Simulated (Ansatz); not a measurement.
C₂H₆Al (charge −1)

```yaml
atoms:
  - { symbol: C, position_ang: [-0.2271, 1.0634, -0.8176] }
  - { symbol: C, position_ang: [0.0237, -0.3684, -0.4289] }
  - { symbol: Al, position_ang: [0.2684, -1.1195, 1.2398] }
  - { symbol: H, position_ang: [-1.1890, 1.2277, -1.3587] }
  - { symbol: H, position_ang: [0.5488, 1.4953, -1.4931] }
  - { symbol: H, position_ang: [-0.2622, 1.7330, 0.0622] }
  - { symbol: H, position_ang: [0.0601, -1.0434, -1.3044] }
  - { symbol: H, position_ang: [0.5321, -2.7165, 1.4614] }
  - { symbol: H, position_ang: [0.2452, -0.2714, 2.6392] }
```

The highest occupied orbital lies above zero, a sign that basis and functional describe the outermost electron poorly.

These are results of RKS PBE0/def2-SVP (Ansatz 0.2.0), not measurements.

Q: Predict the electron density and electron localisation function between the atoms.

A: C–C (1.50 Å): ρ is about 1.6 e/Å³ halfway; the ELF peaks at about 0.95 between the atoms; a shared electron pair.
C–Al (1.85 Å): the density is about 0.78 e/Å³ at the midpoint; the ELF peaks at about 0.95 between the atoms; a shared but strongly polarised pair.
C–H (1.11 Å): the density is about 1.8 e/Å³ at the midpoint; the ELF climbs to about 1 towards the hydrogen, as it does in any bond to H; an ordinary covalent bond to hydrogen.
Al–H (1.63 Å): ρ at the midpoint is about 0.45 e/Å³; the ELF climbs to about 1 towards the hydrogen.

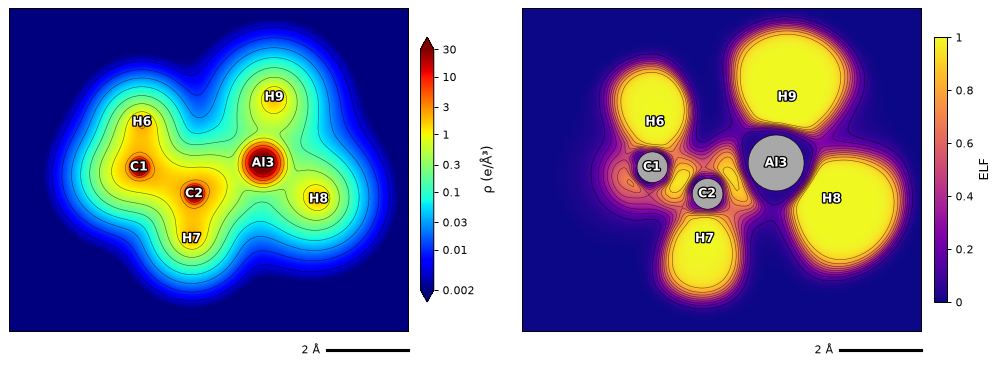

Computed electron density and electron localisation function on the plane of atoms C1, C2 and H7, in this order. Grey discs cover the atomic cores in the ELF map. 
